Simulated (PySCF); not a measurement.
System: C₃H₁₁ClSi₂.

Input

```
{"job": {"kind": "uv", "xc": "CAM-B3LYP", "basis": "def2-SVPD", "nstates": 8, "ntriplets": 3}, "charge": 0, "multiplicity": 1}
C     -1.089490    -1.375007     0.320873
C     -1.029688     0.150273     0.379952
C     -1.402618     0.747070    -0.974570
Si     0.698558     0.768235     0.944291
Si     2.411316    -0.006009    -0.414369
Cl     0.950440     0.145337     2.872547
H     -2.086296    -1.708573     0.034638
H     -0.381904    -1.760942    -0.411683
H     -0.852623    -1.810230     1.289635
H     -1.779382     0.482472     1.107872
H     -1.407901     1.833846    -0.930569
H     -2.393392     0.415211    -1.282238
H     -0.690825     0.440826    -1.739221
H      0.609178     2.233633     1.043097
H      3.297038     1.084938    -0.829100
H      3.246038    -1.022723     0.228494
H      1.894552    -0.606325    -1.649558
```

Run with:

```sh
OMP_NUM_THREADS=1 python probes_run.py task.json out
```

Geometry: GFN2-xTB.

Computed with CAM-B3LYP/def2-SVPD, SCF density, gas phase in PySCF 2.14.0.

> What can the converged electron density and electron localisation function tell about the bonding?

C–Si (1.92 Å): ρ is about 0.93 e/Å³ halfway; the ELF peaks at about 1 between the atoms (a covalent bond).
Si–Si (2.32 Å): ρ is about 0.69 e/Å³ halfway; the ELF peaks at about 1 between the atoms, as expected for localised, covalent bonding.
C–H (1.10 Å): ρ is about 1.9 e/Å³ halfway; the ELF climbs to about 1 towards the hydrogen, as it does in any bond to H; an ordinary covalent bond to hydrogen.
Si–H (1.47 Å): the density is about 0.78 e/Å³ at the midpoint; the ELF climbs to about 1 towards the hydrogen.

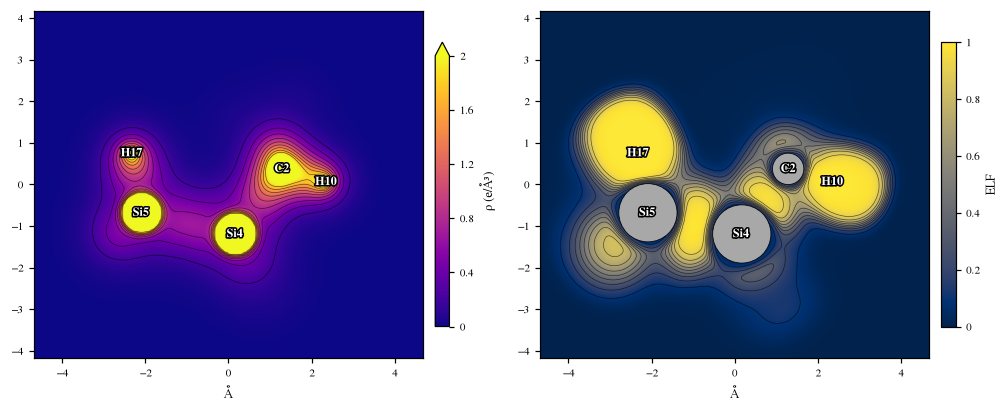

Computed electron density and electron localisation function on the plane of atoms Si4, C2 and H10, in this order. Grey discs cover the atomic cores in the ELF map. 
